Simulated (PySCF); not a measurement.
# CH6B2O: spin-spin couplings and electronic excitations at several levels of theory

Aim: compute the spin-spin couplings and electronic excitations of CH6B2O (`BOBC`) at several levels, and see how far they spread and what each costs.

Programs: PySCF 2.14.0, with density-fitted response routines of our own. Each step states its level of theory. These are calculated values for one molecule in the gas phase, unless marked as measured. Atoms are numbered from 0 throughout.

## (1) Starting geometry

10 atoms, charge 0, multiplicity 1; geometry from: PBE0-D3(BJ)/def2-SVP.

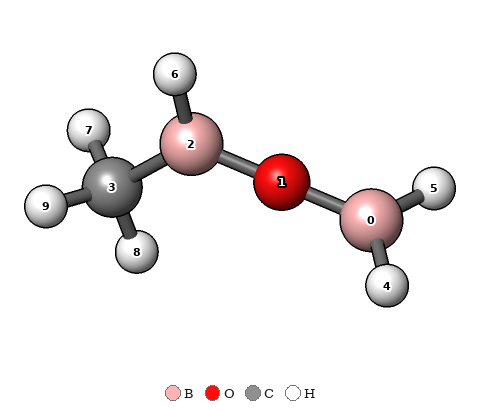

The starting geometry (boron pink, oxygen red, carbon grey, hydrogen white), atoms numbered.

## (2) J couplings: B3LYP/cc-pVTZ

Job settings and geometry (Å):

```
{"job": {"kind": "j", "xc": "B3LYP", "basis": "cc-pVTZ"}, "charge": 0, "multiplicity": 1}
B      2.231594    -0.387610     0.237608
O      1.056999     0.134421    -0.108633
B     -0.130028     0.651699    -0.462469
C     -1.452259    -0.174274    -0.328057
H      2.614438    -0.251345     1.378302
H      2.874815    -0.982529    -0.598334
H     -0.120371     1.787523    -0.890443
H     -1.922209    -0.280524    -1.321134
H     -1.313819    -1.173830     0.108237
H     -2.180576     0.387229     0.281577
```

With the program's defaults for keys left out, this is: B3LYP/cc-pVTZ indirect spin-spin coupling, non-relativistic, gas phase.

Run with:

```
$ OMP_NUM_THREADS=1 python probes_run.py task.json out
```

This one command runs all jobs of the session in turn.

Standard output:

```text
coarse grid: 8064 points
cycle   1  E = -166.6916978640  dE =  2.011e-01  |g| = 7.298e-01  |ddm| = 6.646e+00
cycle   2  E = -166.4524759181  dE =  2.392e-01  |g| = 1.334e+00  |ddm| = 2.383e+00
cycle   3  E = -166.7861309343  dE = -3.337e-01  |g| = 1.550e-01  |ddm| = 1.451e+00
cycle   4  E = -166.7907131134  dE = -4.582e-03  |g| = 4.979e-02  |ddm| = 2.820e-01
cycle   5  E = -166.7912970998  dE = -5.840e-04  |g| = 6.725e-03  |ddm| = 9.133e-02
cycle   6  E = -166.7913090425  dE = -1.194e-05  |g| = 2.358e-03  |ddm| = 1.785e-02
cycle   7  E = -166.7913104669  dE = -1.424e-06  |g| = 3.375e-04  |ddm| = 4.678e-03
final grid: 77064 points
cycle   8  E = -166.7900435040  dE = -7.007e-05  |g| = 4.358e-03  |ddm| = 6.751e-02
cycle   9  E = -166.7900416186  dE =  1.885e-06  |g| = 5.114e-03  |ddm| = 1.652e-02
cycle  10  E = -166.7900478631  dE = -6.245e-06  |g| = 2.657e-04  |ddm| = 8.905e-03
cycle  11  E = -166.7900478671  dE = -4.017e-09  |g| = 2.506e-04  |ddm| = 7.470e-04
cycle  12  E = -166.7900478789  dE = -1.179e-08  |g| = 5.580e-05  |ddm| = 3.364e-04
cycle  13  E = -166.7900478795  dE = -6.050e-10  |g| = 9.118e-06  |ddm| = 8.519e-05
converged SCF energy = -166.7900478795

Indirect spin-spin couplings (Hz)
  i      j    bonds     total        FC       PSO       DSO        SD
  0 B    1 O    1    -28.623   -34.228     6.124    -0.083    -0.436
  0 B    2 B    2      2.928     3.218     0.009    -0.380     0.080
  0 B    3 C    3      0.185     0.221     0.061    -0.103     0.005
  0 B    4 H    1    148.023   147.770    -0.920     0.601     0.573
  0 B    5 H    1    148.206   147.955    -0.922     0.600     0.573
  0 B    6 H    3      0.867     0.958     0.501    -0.610     0.018
  0 B    7 H    4     -0.315    -0.234     0.349    -0.425    -0.005
  0 B    9 H    4     -0.275    -0.195     0.360    -0.437    -0.003
  1 O    2 B    1    -26.573   -31.617     5.547    -0.111    -0.393
  1 O    3 C    2     -2.185    -2.774     0.578     0.011         -
  1 O    4 H    2     -4.505    -5.467     0.814     0.148         -
  1 O    5 H    2     -4.416    -5.375     0.810     0.149         -
  1 O    6 H    2     -6.632    -7.462     0.715     0.114         -
  1 O    7 H    3     -2.204    -2.347    -0.021     0.165         -
  1 O    8 H    3     -3.616    -3.770     0.172    -0.018         -
  1 O    9 H    3     -2.613    -2.771    -0.016     0.173         -
  2 B    3 C    1     55.055    56.232    -1.700     0.188     0.335
  2 B    4 H    3      0.639     0.737     0.460    -0.571     0.014
  2 B    5 H    3      0.596     0.692     0.458    -0.568     0.014
  2 B    6 H    1    145.544   145.229    -1.044     0.848     0.511
  2 B    7 H    2     -4.060    -4.085     0.033    -0.191     0.183
  2 B    8 H    2     -6.595    -6.315    -0.011    -0.315     0.046
  2 B    9 H    2     -4.114    -4.086     0.000    -0.196     0.167
  3 C    4 H    4     -0.714    -0.667     0.147    -0.194         -
  3 C    5 H    4     -0.707    -0.660     0.147    -0.193         -
  3 C    6 H    2     13.857    14.124    -0.044    -0.223         -
  3 C    7 H    1    106.633   104.118     2.032     0.484         -
  3 C    8 H    1    117.840   115.569     1.773     0.498         -
  3 C    9 H    1    107.640   105.146     2.012     0.481         -
  4 H    5 H    2     17.730    18.209     1.571    -2.050         -
  4 H    6 H    4     -1.783    -1.599     0.931    -1.115         -
  4 H    7 H    5      0.632     0.812     0.901    -1.082         -
  4 H    9 H    5      1.214     1.325     0.588    -0.699         -
  5 H    6 H    4     -1.790    -1.608     0.923    -1.105         -
  5 H    7 H    5      1.295     1.400     0.552    -0.657         -
  5 H    9 H    5      0.508     0.690     0.909    -1.091         -
  6 H    7 H    3      0.150     0.250     0.573    -0.673         -
  6 H    8 H    3      7.261     7.754     1.741    -2.234         -
  6 H    9 H    3      0.520     0.608     0.515    -0.603         -
  7 H    8 H    2    -11.133   -11.144     2.816    -2.805         -
  7 H    9 H    2    -17.381   -17.473     2.662    -2.570         -
  8 H    9 H    2    -10.534   -10.537     2.831    -2.827         -
```

Wall time 14 s (1 thread of Arm Neoverse V1, shared host); peak memory 0.75 GiB.

This basis has no tight s functions, so the Fermi-contact terms are rough.

A choice of the couplings up to four bonds, sorted by the number of bonds, with means over like pairs; isotopes 11B, 13C, 1H, 17O:

| pair | bonds | J (Hz) | Fermi contact (Hz) |
| --- | --- | --- | --- |
| B0–H4 | 1 | 148.1 | 147.9 |
| B2–H6 | 1 | 145.5 | 145.2 |
| C3–H7 | 1 | 110.7 | 108.3 |
| B2–C3 | 1 | 55.1 | 56.2 |
| B0–O1 | 1 | -28.6 | -34.2 |
| O1–B2 | 1 | -26.6 | -31.6 |
| H4–H5 | 2 | 17.7 | 18.2 |
| C3–H6 | 2 | 13.9 | 14.1 |
| H7–H8 | 2 | -13.0 | -13.1 |
| O1–H6 | 2 | -6.6 | -7.5 |
| B2–H7 | 2 | -4.9 | -4.8 |
| O1–H4 | 2 | -4.5 | -5.4 |
| B0–B2 | 2 | 2.9 | 3.2 |
| O1–C3 | 2 | -2.2 | -2.8 |
| O1–H7 | 3 | -2.8 | -3.0 |
| H6–H7 | 3 | 2.6 | 2.9 |
| H4–H6 | 4 | -1.8 | -1.6 |

The spin-dipole term was solved for some atoms only; pairs without it lack that part.

The response was solved for the nuclei of B, C, H alone, so couplings that need other nuclei can be missing.

Quadrupole couplings from the field gradients of the same density:

| atom | isotope | eQq/h (MHz) | η |
| --- | --- | --- | --- |
| O1 | 17O | -4.590 | 0.21 |
| B0 | 11B | 4.317 | 0.46 |
| B2 | 11B | 4.247 | 0.54 |

## (3) Spin-spin couplings: B3LYP/6-31G*

The job, as its differences from that of step 2:

```diff
@@ -1,2 +1,2 @@
-{"job": {"kind": "j", "xc": "B3LYP", "basis": "cc-pVTZ"}, "charge": 0, "multiplicity": 1}
+{"job": {"kind": "j", "xc": "B3LYP", "basis": "6-31G*"}, "charge": 0, "multiplicity": 1}
 B      2.231594    -0.387610     0.237608
```

Method: B3LYP/6-31G* indirect spin-spin coupling, non-relativistic, gas phase.

Standard output:

```text
coarse grid: 8064 points
cycle   1  E = -166.6563274708  dE =  1.994e-01  |g| = 6.720e-01  |ddm| = 2.678e+00
cycle   2  E = -166.4519845173  dE =  2.043e-01  |g| = 1.216e+00  |ddm| = 1.275e+00
cycle   3  E = -166.7450742056  dE = -2.931e-01  |g| = 1.384e-01  |ddm| = 8.791e-01
cycle   4  E = -166.7491466822  dE = -4.072e-03  |g| = 3.712e-02  |ddm| = 1.273e-01
cycle   5  E = -166.7494958881  dE = -3.492e-04  |g| = 5.216e-03  |ddm| = 3.492e-02
cycle   6  E = -166.7495036814  dE = -7.793e-06  |g| = 1.609e-03  |ddm| = 6.450e-03
final grid: 77064 points
cycle   7  E = -166.7221803300  dE = -1.198e-05  |g| = 4.388e-03  |ddm| = 1.330e-02
cycle   8  E = -166.7221781092  dE =  2.221e-06  |g| = 5.298e-03  |ddm| = 8.403e-03
cycle   9  E = -166.7221855316  dE = -7.422e-06  |g| = 1.499e-04  |ddm| = 4.456e-03
cycle  10  E = -166.7221855341  dE = -2.402e-09  |g| = 1.334e-04  |ddm| = 2.332e-04
cycle  11  E = -166.7221855373  dE = -3.211e-09  |g| = 2.360e-05  |ddm| = 9.625e-05
cycle  12  E = -166.7221855374  dE = -1.467e-10  |g| = 3.360e-06  |ddm| = 2.459e-05
converged SCF energy = -166.7221855374

Indirect spin-spin couplings (Hz)
  i      j    bonds     total        FC       PSO       DSO        SD
  0 B    1 O    1    -32.088   -36.913     5.276    -0.087    -0.364
  0 B    2 B    2      2.065     2.435    -0.038    -0.379     0.047
  0 B    3 C    3      0.965     1.018     0.047    -0.104     0.004
  0 B    4 H    1    165.190   165.145    -1.042     0.667     0.420
  0 B    5 H    1    165.387   165.343    -1.044     0.667     0.421
  0 B    6 H    3      2.530     2.795     0.323    -0.605     0.018
  0 B    7 H    4     -0.475    -0.284     0.236    -0.422    -0.005
  0 B    9 H    4     -0.418    -0.226     0.245    -0.434    -0.003
  1 O    2 B    1    -31.591   -35.923     4.764    -0.115    -0.316
  1 O    3 C    2     -2.198    -2.680     0.471     0.011         -
  1 O    4 H    2     -3.803    -4.759     0.815     0.140         -
  1 O    5 H    2     -3.729    -4.682     0.812     0.141         -
  1 O    6 H    2     -5.871    -6.692     0.713     0.107         -
  1 O    7 H    3     -2.584    -2.761     0.015     0.162         -
  1 O    8 H    3     -2.916    -3.072     0.175    -0.019         -
  1 O    9 H    3     -2.882    -3.072     0.020     0.171         -
  2 B    3 C    1     70.355    71.189    -1.343     0.186     0.324
  2 B    4 H    3      2.068     2.334     0.286    -0.565     0.014
  2 B    5 H    3      2.040     2.304     0.284    -0.562     0.014
  2 B    6 H    1    160.577   160.434    -1.136     0.917     0.361
  2 B    7 H    2     -2.877    -2.809    -0.027    -0.180     0.140
  2 B    8 H    2     -6.183    -5.832    -0.085    -0.306     0.040
  2 B    9 H    2     -2.908    -2.796    -0.057    -0.184     0.129
  3 C    4 H    4     -0.870    -0.787     0.110    -0.193         -
  3 C    5 H    4     -0.863    -0.781     0.110    -0.192         -
  3 C    6 H    2     14.691    14.938    -0.029    -0.218         -
  3 C    7 H    1    131.455   129.413     1.490     0.552         -
  3 C    8 H    1    140.658   138.817     1.273     0.567         -
  3 C    9 H    1    132.100   130.077     1.474     0.549         -
  4 H    5 H    2     16.018    17.066     0.909    -1.956         -
  4 H    6 H    4     -2.332    -1.844     0.608    -1.097         -
  4 H    7 H    5      0.361     0.815     0.615    -1.069         -
  4 H    9 H    5      1.000     1.308     0.381    -0.689         -
  5 H    6 H    4     -2.338    -1.853     0.602    -1.087         -
  5 H    7 H    5      1.099     1.392     0.354    -0.646         -
  5 H    9 H    5      0.240     0.697     0.621    -1.078         -
  6 H    7 H    3     -0.008     0.350     0.280    -0.638         -
  6 H    8 H    3      7.169     8.173     1.192    -2.196         -
  6 H    9 H    3      0.370     0.703     0.236    -0.569         -
  7 H    8 H    2    -15.155   -14.051     1.580    -2.684         -
  7 H    9 H    2    -21.127   -20.204     1.525    -2.448         -
  8 H    9 H    2    -14.590   -13.470     1.587    -2.706         -
```

Wall time 3.6 s (1 thread of Arm Neoverse V1, shared host); peak memory 0.49 GiB.

The basis is not made for couplings: without tight functions at the nuclei these values are rough.

In short: J(B0,H4) 165.3 Hz, J(B2,H6) 160.6 Hz, J(C3,H7) 134.7 Hz (means over like pairs).

## (4) Excited states and response: HF/def2-SVPD

The job, as its differences from that of step 3:

```diff
@@ -1,2 +1,2 @@
-{"job": {"kind": "j", "xc": "B3LYP", "basis": "6-31G*"}, "charge": 0, "multiplicity": 1}
+{"job": {"kind": "uv", "xc": "HF", "basis": "def2-SVPD", "ip": true}, "charge": 0, "multiplicity": 1}
 B      2.231594    -0.387610     0.237608
```

Level: TDDFT HF/def2-SVPD, vertical, gas phase, core orbitals frozen in the response.

Standard output:

```text
final grid: 77064 points
cycle   1  E = -165.4853973989  dE =  4.071e-01  |g| = 4.913e-01  |ddm| = 3.391e+00
cycle   2  E = -165.5403783403  dE = -5.498e-02  |g| = 2.614e-01  |ddm| = 9.396e-01
cycle   3  E = -165.5533879862  dE = -1.301e-02  |g| = 6.476e-02  |ddm| = 2.748e-01
cycle   4  E = -165.5546506619  dE = -1.263e-03  |g| = 5.685e-03  |ddm| = 1.362e-01
cycle   5  E = -165.5546707688  dE = -2.011e-05  |g| = 1.342e-03  |ddm| = 2.803e-02
cycle   6  E = -165.5546719255  dE = -1.157e-06  |g| = 3.208e-04  |ddm| = 6.588e-03
cycle   7  E = -165.5546719839  dE = -5.840e-08  |g| = 9.950e-05  |ddm| = 9.756e-04
cycle   8  E = -165.5546719888  dE = -4.974e-09  |g| = 2.516e-05  |ddm| = 2.707e-04
cycle   9  E = -165.5546719892  dE = -3.737e-10  |g| = 6.281e-06  |ddm| = 9.172e-05
converged SCF energy = -165.5546719892

Static polarisability (au): isotropic 43.429, principal 38.078 39.012 53.198

Singlet excitations
state   eV       nm        f      main configurations
  1   6.8976    179.7   0.00001   H-1->L+1 0.44, H-1->L+2 0.27
  2   7.4950    165.4   0.00320   H->L+3 0.65, H->L+6 0.14
  3   9.2595    133.9   0.33558   H->L 0.35, H->L+1 0.32, H-1->L+3 0.09
  4   9.4051    131.8   0.07515   H-1->L 0.65, H-1->L+1 0.10
  5   9.5999    129.2   0.10703   H->L 0.40, H->L+2 0.22, H-1->L+3 0.12
  6   9.9150    125.0   0.06607   H-1->L+3 0.56, H->L+1 0.16, H->L+2 0.09
  7  10.2064    121.5   0.00977   H-1->L+2 0.33, H-1->L+5 0.31, H-1->L+1 0.16
  8  10.6054    116.9   0.17145   H->L+4 0.44, H->L+2 0.14, H->L+5 0.13
  9  10.8093    114.7   0.17755   H->L+5 0.28, H->L+4 0.27, H->L+2 0.14
 10  10.8962    113.8   0.02705   H-2->L+3 0.57, H-2->L+6 0.09

Triplet excitations (Tamm-Dancoff, eV): 6.0786 6.7240 8.0867 8.5927
Vertical ionisation energy (delta-SCF) = 10.7111 eV
```

Wall time 6.7 s (1 thread of Arm Neoverse V1, shared host); peak memory 0.49 GiB.

Frontier orbitals and where they lie:

| orbital | eV | atoms |
| --- | --- | --- |
| HOMO−3 | -14.85 | C3 47 %, H7 20 %, H9 18 % |
| HOMO−2 | -14.42 | C3 41 %, H8 16 %, H9 10 % |
| HOMO−1 | -12.12 | B0 30 %, O1 26 %, H4 17 % |
| HOMO | -12.08 | B2 26 %, O1 22 %, C3 21 % |
| LUMO | 1.95 | B2 46 %, B0 35 % |
| LUMO+1 | 2.41 | B0 42 %, O1 24 %, H4 9 % |
| LUMO+2 | 2.56 | B0 40 %, B2 19 %, O1 13 % |

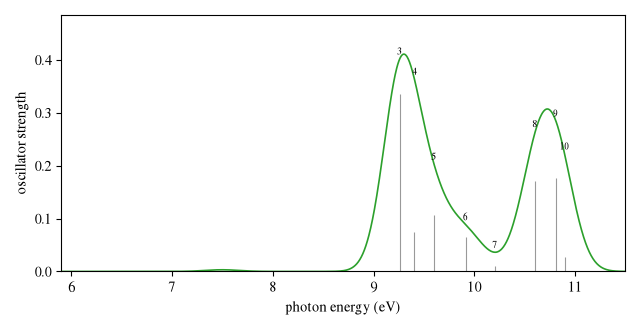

Absorption spectrum from the 10 singlet states computed; above the last one it falls off for lack of states. Lines are broadened to a width of 0.40 eV (Gaussian).

Further results of this job:

| property | computed |
| --- | --- |
| dipole moment (D) | 0.60 |
| polarisability (Å³) | 6.44 |
| HOMO–LUMO gap (eV) | 14.03 |
| −ε(HOMO) (eV) | 12.08 |

## (5) Excited states and response: LDA/def2-SVPD

The job, as its differences from that of step 4:

```diff
@@ -1,2 +1,2 @@
-{"job": {"kind": "uv", "xc": "HF", "basis": "def2-SVPD", "ip": true}, "charge": 0, "multiplicity": 1}
+{"job": {"kind": "uv", "xc": "LDA", "basis": "def2-SVPD", "ip": true}, "charge": 0, "multiplicity": 1}
 B      2.231594    -0.387610     0.237608
```

Level: TDDFT LDA/def2-SVPD, vertical, gas phase, core orbitals frozen in the response.

Standard output:

```text
coarse grid: 8064 points
cycle   1  E = -164.9207111256  dE =  1.389e-01  |g| = 7.220e-01  |ddm| = 4.284e+00
cycle   2  E = -164.3765458473  dE =  5.442e-01  |g| = 1.745e+00  |ddm| = 1.901e+00
cycle   3  E = -165.0189834509  dE = -6.424e-01  |g| = 2.717e-01  |ddm| = 1.270e+00
cycle   4  E = -165.0352940514  dE = -1.631e-02  |g| = 7.067e-02  |ddm| = 3.198e-01
cycle   5  E = -165.0364502893  dE = -1.156e-03  |g| = 2.003e-02  |ddm| = 1.035e-01
cycle   6  E = -165.0365741635  dE = -1.239e-04  |g| = 6.802e-03  |ddm| = 4.405e-02
cycle   7  E = -165.0365870418  dE = -1.288e-05  |g| = 1.423e-03  |ddm| = 1.299e-02
cycle   8  E = -165.0365876328  dE = -5.910e-07  |g| = 2.909e-04  |ddm| = 2.562e-03
final grid: 77064 points
cycle   9  E = -165.0825921908  dE = -3.044e-05  |g| = 3.789e-03  |ddm| = 6.711e-02
cycle  10  E = -165.0825849635  dE =  7.227e-06  |g| = 6.904e-03  |ddm| = 9.596e-03
cycle  11  E = -165.0825954199  dE = -1.046e-05  |g| = 1.252e-03  |ddm| = 5.910e-03
cycle  12  E = -165.0825957175  dE = -2.976e-07  |g| = 2.784e-04  |ddm| = 1.103e-03
cycle  13  E = -165.0825957340  dE = -1.648e-08  |g| = 6.515e-05  |ddm| = 3.560e-04
cycle  14  E = -165.0825957353  dE = -1.303e-09  |g| = 1.498e-05  |ddm| = 1.232e-04
cycle  15  E = -165.0825957354  dE = -6.565e-11  |g| = 3.673e-06  |ddm| = 2.770e-05
converged SCF energy = -165.0825957354

Static polarisability (au): isotropic 53.537, principal 42.483 44.954 73.174

Singlet excitations
state   eV       nm        f      main configurations
  1   5.5483    223.5   0.00002   H->L 0.99
  2   5.8767    211.0   0.04207   H-1->L 0.81, H->L+1 0.16
  3   6.0892    203.6   0.00180   H-1->L+1 0.99
  4   6.3368    195.7   0.36155   H->L+1 0.81, H-1->L 0.15
  5   7.2499    171.0   0.00864   H->L+2 1.00
  6   7.4074    167.4   0.02206   H-2->L 0.98
  7   7.4641    166.1   0.00738   H-1->L+2 0.98
  8   7.8637    157.7   0.00024   H-3->L 1.00
  9   7.9374    156.2   0.00690   H-2->L+1 0.95
 10   8.0527    154.0   0.03954   H->L+3 1.00

Triplet excitations (Tamm-Dancoff, eV): 5.0989 5.2492 5.5313 5.6758
Vertical ionisation energy (delta-SCF) = 10.7146 eV
Vertical electron affinity (delta-SCF) = -0.7017 eV
```

It took 31 s on 1 thread of Arm Neoverse V1, shared host; peak memory 0.49 GiB.

Key values: HOMO -7.28 eV, LUMO -1.93 eV; lowest singlet 5.55 eV.

## (6) TDDFT and polarisability: PBE/def2-SVPD

The job, as its differences from that of step 5:

```diff
@@ -1,2 +1,2 @@
-{"job": {"kind": "uv", "xc": "LDA", "basis": "def2-SVPD", "ip": true}, "charge": 0, "multiplicity": 1}
+{"job": {"kind": "uv", "xc": "PBE", "basis": "def2-SVPD", "ip": true}, "charge": 0, "multiplicity": 1}
 B      2.231594    -0.387610     0.237608
```

Level: TDDFT PBE/def2-SVPD, vertical, gas phase, core orbitals frozen in the response.

Standard output:

```text
coarse grid: 8064 points
cycle   1  E = -166.2067582234  dE =  1.420e-01  |g| = 7.099e-01  |ddm| = 4.302e+00
cycle   2  E = -165.7002806361  dE =  5.065e-01  |g| = 1.688e+00  |ddm| = 1.779e+00
cycle   3  E = -166.3018517334  dE = -6.016e-01  |g| = 2.555e-01  |ddm| = 1.224e+00
cycle   4  E = -166.3163180552  dE = -1.447e-02  |g| = 6.879e-02  |ddm| = 3.079e-01
cycle   5  E = -166.3174608695  dE = -1.143e-03  |g| = 1.737e-02  |ddm| = 1.023e-01
cycle   6  E = -166.3175527064  dE = -9.184e-05  |g| = 6.279e-03  |ddm| = 3.962e-02
cycle   7  E = -166.3175638760  dE = -1.117e-05  |g| = 1.157e-03  |ddm| = 1.201e-02
cycle   8  E = -166.3175642624  dE = -3.864e-07  |g| = 2.429e-04  |ddm| = 2.216e-03
final grid: 77064 points
cycle   9  E = -166.3605041624  dE = -2.216e-05  |g| = 1.225e-02  |ddm| = 7.429e-02
cycle  10  E = -166.3604056520  dE =  9.851e-05  |g| = 2.524e-02  |ddm| = 3.129e-02
cycle  11  E = -166.3605346480  dE = -1.290e-04  |g| = 3.572e-03  |ddm| = 1.955e-02
cycle  12  E = -166.3605376386  dE = -2.991e-06  |g| = 3.871e-04  |ddm| = 3.531e-03
cycle  13  E = -166.3605376843  dE = -4.564e-08  |g| = 8.457e-05  |ddm| = 7.345e-04
cycle  14  E = -166.3605376862  dE = -1.925e-09  |g| = 2.379e-05  |ddm| = 1.719e-04
cycle  15  E = -166.3605376864  dE = -1.687e-10  |g| = 5.646e-06  |ddm| = 5.292e-05
converged SCF energy = -166.3605376864

Static polarisability (au): isotropic 52.299, principal 41.716 44.060 71.123

Singlet excitations
state   eV       nm        f      main configurations
  1   5.7023    217.4   0.00002   H->L 0.99
  2   6.0185    206.0   0.05751   H-1->L 0.85, H->L+1 0.12
  3   6.1935    200.2   0.00161   H-1->L+1 0.98
  4   6.4838    191.2   0.34197   H->L+1 0.85, H-1->L 0.11
  5   7.2269    171.6   0.00738   H->L+2 1.00
  6   7.3929    167.7   0.00813   H-1->L+2 0.98
  7   7.5943    163.3   0.01617   H-2->L 0.98
  8   8.0030    154.9   0.03429   H->L+3 1.00
  9   8.0397    154.2   0.00016   H-3->L 1.00
 10   8.0942    153.2   0.01790   H-1->L+3 0.99

Triplet excitations (Tamm-Dancoff, eV): 5.1568 5.2936 5.6197 5.6876
Vertical ionisation energy (delta-SCF) = 10.6572 eV
Vertical electron affinity (delta-SCF) = -0.8331 eV
```

Wall time 36 s (1 thread of Arm Neoverse V1, shared host); peak memory 0.49 GiB.

Key values: HOMO -7.24 eV, LUMO -1.70 eV; lowest singlet 5.70 eV.

## (7) Excited states and response: B3LYP/def2-SVPD

The job, as its differences from that of step 6:

```diff
@@ -1,2 +1,2 @@
-{"job": {"kind": "uv", "xc": "PBE", "basis": "def2-SVPD", "ip": true}, "charge": 0, "multiplicity": 1}
+{"job": {"kind": "uv", "xc": "B3LYP", "basis": "def2-SVPD", "ip": true}, "charge": 0, "multiplicity": 1}
 B      2.231594    -0.387610     0.237608
```

Level: TDDFT B3LYP/def2-SVPD, vertical, gas phase, core orbitals frozen in the response.

Standard output:

```text
coarse grid: 8064 points
cycle   1  E = -166.4843154769  dE =  1.790e-01  |g| = 6.608e-01  |ddm| = 4.199e+00
cycle   2  E = -166.2773516327  dE =  2.070e-01  |g| = 1.217e+00  |ddm| = 1.368e+00
cycle   3  E = -166.5693955885  dE = -2.920e-01  |g| = 1.315e-01  |ddm| = 8.565e-01
cycle   4  E = -166.5730081265  dE = -3.613e-03  |g| = 3.951e-02  |ddm| = 1.688e-01
cycle   5  E = -166.5734046516  dE = -3.965e-04  |g| = 5.466e-03  |ddm| = 4.978e-02
cycle   6  E = -166.5734132803  dE = -8.629e-06  |g| = 1.776e-03  |ddm| = 1.370e-02
final grid: 77064 points
cycle   7  E = -166.6111484074  dE = -2.492e-05  |g| = 4.113e-03  |ddm| = 6.135e-02
cycle   8  E = -166.6111458395  dE =  2.568e-06  |g| = 5.228e-03  |ddm| = 1.062e-02
cycle   9  E = -166.6111528530  dE = -7.013e-06  |g| = 4.961e-04  |ddm| = 5.836e-03
cycle  10  E = -166.6111528971  dE = -4.409e-08  |g| = 1.629e-04  |ddm| = 4.693e-04
cycle  11  E = -166.6111529018  dE = -4.738e-09  |g| = 2.073e-05  |ddm| = 1.370e-04
cycle  12  E = -166.6111529019  dE = -1.186e-10  |g| = 5.619e-06  |ddm| = 4.612e-05
converged SCF energy = -166.6111529019

Static polarisability (au): isotropic 49.558, principal 40.751 42.591 65.332

Singlet excitations
state   eV       nm        f      main configurations
  1   5.9873    207.1   0.00001   H->L 0.97
  2   6.4872    191.1   0.00150   H-1->L+1 0.97
  3   6.8861    180.0   0.12354   H-1->L 0.94
  4   7.2610    170.8   0.31877   H->L+1 0.93
  5   7.8627    157.7   0.01821   H->L+2 0.96
  6   7.9144    156.7   0.00574   H-1->L+2 0.98
  7   8.5757    144.6   0.03815   H->L+3 0.95
  8   8.7084    142.4   0.02798   H-2->L 0.71, H-1->L+3 0.27
  9   8.7302    142.0   0.00916   H-1->L+3 0.66, H-2->L 0.27
 10   8.7903    141.0   0.01210   H-2->L+1 0.96

Triplet excitations (Tamm-Dancoff, eV): 5.4677 6.0070 6.0576 6.4064
Vertical ionisation energy (delta-SCF) = 10.7613 eV
```

Run time: 28 s. Hardware: 1 thread of Arm Neoverse V1, shared host; peak memory 0.58 GiB.

In short: HOMO -8.43 eV, LUMO -0.93 eV; lowest singlet 5.99 eV.

(Part 1 of 2 ends here.)
